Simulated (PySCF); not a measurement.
Geometry relaxation of CH3F3Si

System: CH3F3Si, SMILES FC(F)(F)[SiH3].
Method: PBE0-D3(BJ)/def2-SVP geometry optimisation, gas phase (PySCF 2.14.0).

It belongs to a series of runs on one base structure; here: H on Si replaced by CF3.

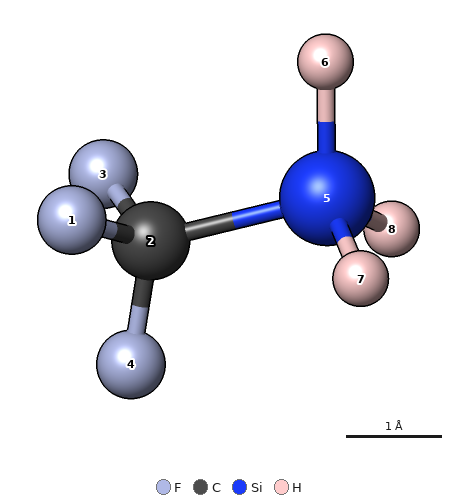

*The input geometry (ball-and-stick view, seen at a tilt; atoms are numbered from 1 in the order of the input).*

## Key numbers

```tsv
quantity	value
outcome	converged
total energy	−628.122855 hartree
dipole moment	1.94 D
point group	C3v
hardware	1 CPU thread, shared host
wall time	17 s
peak memory	0.39 GiB
```

## Input file
```
{"job": {"xc": "PBE0", "basis": "def2-SVP", "d3": "d3bj", "grid": 1, "shake": 0.01, "kind": "geom"}, "charge": 0, "multiplicity": 1}
F      1.551530    -0.235520    -1.105440
C      0.905510    -0.052670     0.074820
F      1.426490     1.056620     0.621660
F      1.341700    -1.077780     0.845550
Si    -1.029340     0.051310    -0.105340
H     -1.260300     1.219950    -0.954120
H     -1.396550    -1.215740    -0.698160
H     -1.483900     0.234700     1.268550
```

The first line tells a small driver script what to run in PySCF; the rest is the geometry in Å.

Launch command:
```bash
OMP_NUM_THREADS=1 python <driver script> task.json out
```

## What the program printed
```
step   0  E = -628.11888323  max force = 0.026296
step   1  E = -628.12141099  max force = 0.014705
step   2  E = -628.12225665  max force = 0.004761
step   3  E = -628.12266416  max force = 0.003762
step   4  E = -628.12279837  max force = 0.001929
step   5  E = -628.12280954  max force = 0.000689
step   6  E = -628.12281604  max force = 0.000549
step   7  E = -628.12282156  max force = 0.001105
step   8  E = -628.12283162  max force = 0.001907
step   9  E = -628.12284083  max force = 0.001727
step  10  E = -628.12284997  max force = 0.000665
step  11  E = -628.12285480  max force = 0.000253
optimisation converged
```

## Trajectory as extended XYZ (Å, eV, eV/Å), 12 frames, from step=0 to step=11
```
8
Properties=species:S:1:pos:R:3:forces:R:3 step=0 energy=-17091.98540
F     1.5515   -0.2355   -1.1054   -0.6146   0.2812   0.1540
C     0.9055   -0.0527    0.0748    1.3522  -0.5112  -0.1355
F     1.4265    1.0566    0.6217   -0.2841   0.1262  -0.0529
F     1.3417   -1.0778    0.8456   -0.6576   0.2006  -0.0045
Si   -1.0293    0.0513   -0.1053    1.3396   0.1616   0.2249
H    -1.2603    1.2200   -0.9541   -0.2619   0.3253  -0.2929
H    -1.3965   -1.2157   -0.6982   -0.4590  -0.6381  -0.3454
H    -1.4839    0.2347    1.2686   -0.4146   0.0542   0.4523
8
Properties=species:S:1:pos:R:3:forces:R:3 step=1 energy=-17092.05418
F     1.2007   -0.2197   -1.3672    0.3622  -0.1097  -0.2013
C     0.9545   -0.1255   -0.0520   -0.7562   0.0672  -0.0709
F     1.7279    0.8414    0.4359    0.1685   0.0491   0.1253
F     1.3099   -1.2818    0.5171    0.2684  -0.0520   0.0690
Si   -0.9521    0.1608    0.1072    0.0425  -0.0760  -0.1274
H    -1.2884    1.3572   -0.7096   -0.0159   0.0572   0.0509
H    -1.5314   -1.0664   -0.5075   -0.0858   0.0395   0.0557
H    -1.3717    0.3128    1.5214    0.0163   0.0247   0.0987
8
Properties=species:S:1:pos:R:3:forces:R:3 step=2 energy=-17092.07719
F     1.2589   -0.2394   -1.3704   -0.0135  -0.0138   0.0103
C     0.9470   -0.1331   -0.0648    0.0908  -0.1171  -0.1834
F     1.7135    0.8355    0.4395   -0.0726   0.2448   0.0962
F     1.3319   -1.2732    0.5240   -0.0934  -0.1182   0.0613
Si   -0.9621    0.1583    0.0955    0.0471  -0.0416  -0.0537
H    -1.3014    1.3692   -0.7004    0.0157   0.0212   0.0361
H    -1.5877   -1.0536   -0.5014   -0.0332   0.0180   0.0242
H    -1.3507    0.3150    1.5233    0.0592   0.0066   0.0090
8
Properties=species:S:1:pos:R:3:forces:R:3 step=3 energy=-17092.08828
F     1.2931   -0.2551   -1.3723   -0.0328   0.0214   0.1934
C     0.9442   -0.1415   -0.0750    0.1462  -0.1217  -0.1703
F     1.6771    0.8499    0.4467   -0.0754   0.0545  -0.0098
F     1.3249   -1.2744    0.5369   -0.0679   0.0391  -0.0225
Si   -0.9605    0.1529    0.0813   -0.0112   0.0036   0.0198
H    -1.2949    1.3784   -0.6940    0.0128   0.0039   0.0131
H    -1.6265   -1.0443   -0.4992   -0.0080   0.0016  -0.0024
H    -1.3081    0.3128    1.5208    0.0363  -0.0026  -0.0215
8
Properties=species:S:1:pos:R:3:forces:R:3 step=4 energy=-17092.09193
F     1.3250   -0.2661   -1.3637   -0.0252   0.0091   0.0829
C     0.9413   -0.1484   -0.0813    0.0695  -0.0582  -0.0992
F     1.6418    0.8630    0.4504   -0.0045   0.0064   0.0117
F     1.3183   -1.2711    0.5500   -0.0130   0.0363  -0.0016
Si   -0.9608    0.1474    0.0686   -0.0277   0.0156   0.0324
H    -1.2874    1.3846   -0.6906    0.0011  -0.0019  -0.0057
H    -1.6543   -1.0382   -0.5030    0.0036  -0.0021  -0.0134
H    -1.2744    0.3075    1.5148   -0.0037  -0.0052  -0.0069
8
Properties=species:S:1:pos:R:3:forces:R:3 step=5 energy=-17092.09224
F     1.3304   -0.2672   -1.3599   -0.0039   0.0027   0.0315
C     0.9423   -0.1488   -0.0809    0.0002  -0.0189  -0.0354
F     1.6376    0.8653    0.4532    0.0085   0.0102   0.0050
F     1.3181   -1.2686    0.5547    0.0015   0.0059   0.0019
Si   -0.9617    0.1466    0.0665   -0.0030   0.0061   0.0139
H    -1.2867    1.3847   -0.6921   -0.0006  -0.0013  -0.0041
H    -1.6541   -1.0381   -0.5086    0.0025  -0.0001  -0.0097
H    -1.2766    0.3048    1.5124   -0.0053  -0.0047  -0.0030
8
Properties=species:S:1:pos:R:3:forces:R:3 step=6 energy=-17092.09241
F     1.3364   -0.2673   -1.3537    0.0088  -0.0029  -0.0207
C     0.9432   -0.1480   -0.0780   -0.0282   0.0138   0.0198
F     1.6345    0.8688    0.4578    0.0056   0.0028   0.0031
F     1.3182   -1.2656    0.5613    0.0064  -0.0085   0.0075
Si   -0.9625    0.1456    0.0636    0.0107  -0.0028  -0.0047
H    -1.2858    1.3840   -0.6952   -0.0003   0.0001  -0.0004
H    -1.6501   -1.0387   -0.5185    0.0011   0.0011  -0.0045
H    -1.2845    0.2999    1.5081   -0.0040  -0.0037  -0.0002
8
Properties=species:S:1:pos:R:3:forces:R:3 step=7 energy=-17092.09256
F     1.3445   -0.2662   -1.3454    0.0159  -0.0048  -0.0435
C     0.9440   -0.1461   -0.0729   -0.0323   0.0326   0.0568
F     1.6301    0.8734    0.4657   -0.0009  -0.0051  -0.0041
F     1.3182   -1.2614    0.5708    0.0065  -0.0151   0.0050
Si   -0.9632    0.1437    0.0587    0.0122  -0.0082  -0.0183
H    -1.2844    1.3829   -0.6999    0.0004   0.0015   0.0032
H    -1.6438   -1.0402   -0.5329    0.0003   0.0014   0.0000
H    -1.2959    0.2926    1.5012   -0.0021  -0.0024   0.0009
8
Properties=species:S:1:pos:R:3:forces:R:3 step=8 energy=-17092.09284
F     1.3662   -0.2616   -1.3231    0.0201  -0.0053  -0.0655
C     0.9457   -0.1404   -0.0581   -0.0197   0.0526   0.0981
F     1.6175    0.8855    0.4881   -0.0148  -0.0240  -0.0133
F     1.3175   -1.2510    0.5954    0.0029  -0.0142  -0.0015
Si   -0.9649    0.1380    0.0443    0.0099  -0.0144  -0.0357
H    -1.2804    1.3801   -0.7120    0.0018   0.0043   0.0082
H    -1.6269   -1.0446   -0.5707   -0.0008   0.0006   0.0070
H    -1.3252    0.2726    1.4814    0.0005   0.0005   0.0026
8
Properties=species:S:1:pos:R:3:forces:R:3 step=9 energy=-17092.09309
F     1.3878   -0.2542   -1.3006    0.0156  -0.0019  -0.0520
C     0.9470   -0.1341   -0.0419   -0.0020   0.0456   0.0888
F     1.6043    0.8963    0.5132   -0.0186  -0.0281  -0.0145
F     1.3158   -1.2418    0.6185   -0.0008  -0.0094  -0.0076
Si   -0.9663    0.1319    0.0286    0.0029  -0.0133  -0.0357
H    -1.2757    1.3779   -0.7239    0.0024   0.0051   0.0093
H    -1.6092   -1.0495   -0.6084   -0.0012  -0.0005   0.0092
H    -1.3543    0.2521    1.4598    0.0018   0.0025   0.0025
8
Properties=species:S:1:pos:R:3:forces:R:3 step=10 energy=-17092.09334
F     1.4065   -0.2440   -1.2809    0.0039   0.0038  -0.0143
C     0.9479   -0.1284   -0.0267    0.0129   0.0153   0.0342
F     1.5924    0.9035    0.5385   -0.0124  -0.0174  -0.0052
F     1.3132   -1.2361    0.6357   -0.0036  -0.0009  -0.0090
Si   -0.9672    0.1265    0.0137   -0.0037  -0.0060  -0.0178
H    -1.2708    1.3769   -0.7336    0.0020   0.0033   0.0054
H    -1.5935   -1.0541   -0.6409   -0.0006  -0.0011   0.0058
H    -1.3791    0.2344    1.4394    0.0015   0.0031   0.0009
8
Properties=species:S:1:pos:R:3:forces:R:3 step=11 energy=-17092.09347
F     1.4157   -0.2354   -1.2719   -0.0039   0.0066   0.0127
C     0.9481   -0.1261   -0.0194    0.0120  -0.0091  -0.0130
F     1.5865    0.9039    0.5541   -0.0019  -0.0015   0.0052
F     1.3111   -1.2364    0.6400   -0.0029   0.0016  -0.0061
Si   -0.9676    0.1241    0.0061   -0.0050   0.0007   0.0009
H    -1.2675    1.3776   -0.7374    0.0011   0.0006   0.0002
H    -1.5870   -1.0559   -0.6555    0.0002  -0.0007   0.0007
H    -1.3898    0.2270    1.4293    0.0004   0.0018  -0.0006
```

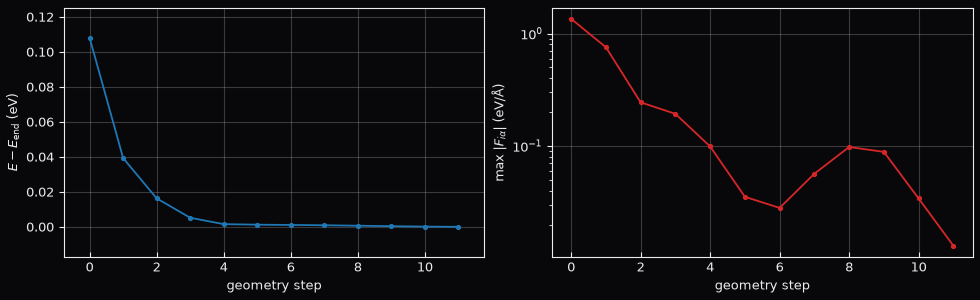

*Progress of the relaxation, step by step (steps are counted from 0).*

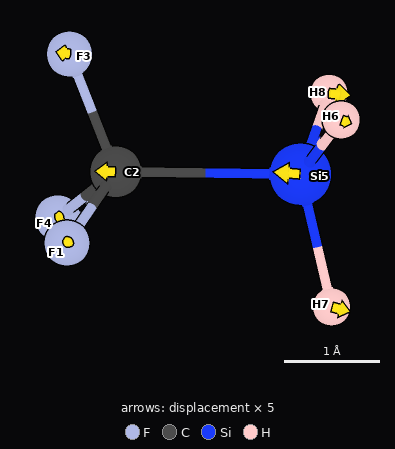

*The starting structure with the displacements as yellow arrows, magnified 5 times (ball-and-stick view, seen on its broad side). The two geometries are laid on each other by the best rigid fit.*

Over 11 geometry steps the energy falls by 0.108 eV. Largest force component: 1.4 eV/Å at the start, 0.013 eV/Å at the end. Si5 moves most after the best rigid fit: 0.061 Å. Largest moves by element: Si 0.061 Å, H 0.051 Å, C 0.047 Å, F 0.033 Å. Distances before and after: Si5–H7 1.446 → 1.488 Å, Si5–H6 1.463 → 1.488 Å, F1–C2 1.358 → 1.341 Å, C2–Si5 1.946 → 1.932 Å. Among the angles that change: C2–Si5–H8 103.3° → 107.6°, H6–Si5–H7 115.0° → 111.2°, C2–Si5–H7 104.1° → 107.7°. (Atoms are counted from 1 in the order of the input.)
